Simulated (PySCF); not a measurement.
## Electronic structure of C4H8Cl2O2Si (SMILES ClC(Cl)[SiH]1OCCCO1) in real space

Input file:

```
{"job": {"kind": "nmr", "xc": "PBE0", "basis": "pcSseg-1"}, "charge": 0, "multiplicity": 1}
Cl     3.625532     1.224854     0.126072
C      2.648256    -0.164864    -0.362665
Cl     3.449158    -1.654599     0.151425
Si     0.963381    -0.053083     0.513937
O      0.229508     1.309650     0.021661
C     -1.174888     1.334117    -0.083146
C     -1.710371     0.100188    -0.801317
C     -1.330244    -1.177370    -0.060773
O      0.066471    -1.323917     0.046600
H      2.638134    -0.173886    -1.451159
H      1.157995    -0.051836     1.962012
H     -1.432097     2.243418    -0.633328
H     -1.604893     1.396906     0.922954
H     -2.794542     0.165924    -0.883340
H     -1.276278     0.063863    -1.801780
H     -1.697511    -2.056523    -0.597255
H     -1.764609    -1.170812     0.945448
```

Launched as:

```sh
OMP_NUM_THREADS=1 python probes_run.py task.json out
```

Geometry: GFN2-xTB.

Level of theory: PBE0/pcSseg-1, SCF density, gas phase, non-relativistic (PySCF).

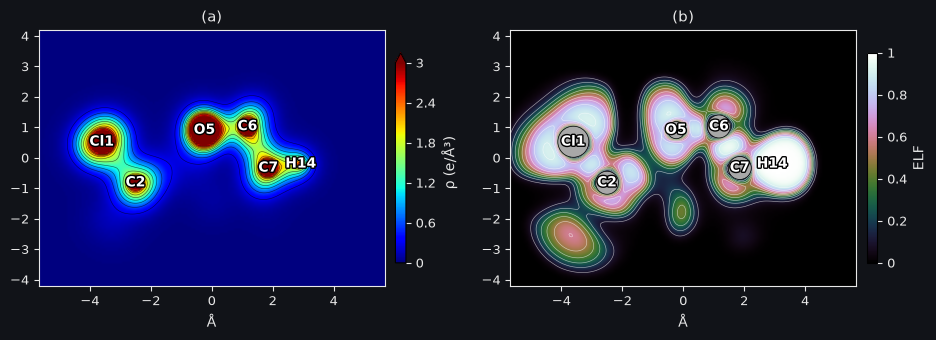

Figure 1. (a) total electron density; (b) electron localisation function on the plane of atoms O5, C6 and C7. Grey discs cover the atomic cores in the ELF map.

> What do the fields say about this system?

The plane passes through Cl, C, O and H nuclei.
C–O (1.41 Å): the density is about 2 e/Å³ at the midpoint, with its minimum of 1.7 e/Å³ about 0.5 Å from C; the ELF peaks at about 0.90 between the atoms; a polar covalent bond.
C–C (1.52 Å): ρ is about 1.7 e/Å³ halfway; the ELF peaks at about 0.95 between the atoms: a shared electron pair.
C–Cl (1.77 Å): ρ is about 1.4 e/Å³ halfway; the ELF peaks at about 0.90 between the atoms; localised, covalent bonding.
C–H (1.09 Å): ρ is about 2 e/Å³ halfway; the ELF climbs to about 1 towards the hydrogen, as it does in any bond to H: an ordinary covalent bond to hydrogen.
The ELF also peaks beside Cl1 and O5, away from the bonds: lone-pair regions.

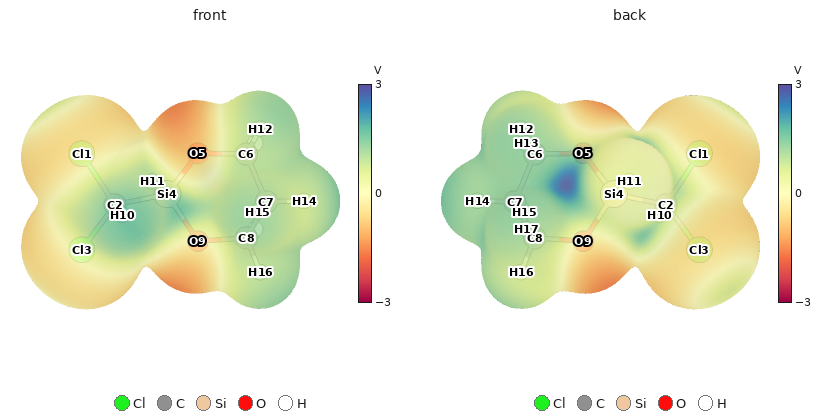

Figure 2. The electrostatic potential painted on the density surface at 0.004 e/bohr³, seen from the front and from behind; red is negative and blue positive.

> Describe the electrostatic potential map.

The most negative region (about −1.5 V, or −35 kcal/mol for a unit charge) lies over O5 and O9, the most positive (about +2.3 V, or +53 kcal/mol for a unit charge) over Si4. Cl1 shows a σ-hole: about +0.7 V, or +16 kcal/mol for a unit charge at the tip opposite its bond, against about −0.6 V, or −14 kcal/mol for a unit charge on its flanks. Cl3 shows a σ-hole: about +0.7 V, or +16 kcal/mol for a unit charge at the tip opposite its bond, against about −0.6 V, or −14 kcal/mol for a unit charge on its flanks.
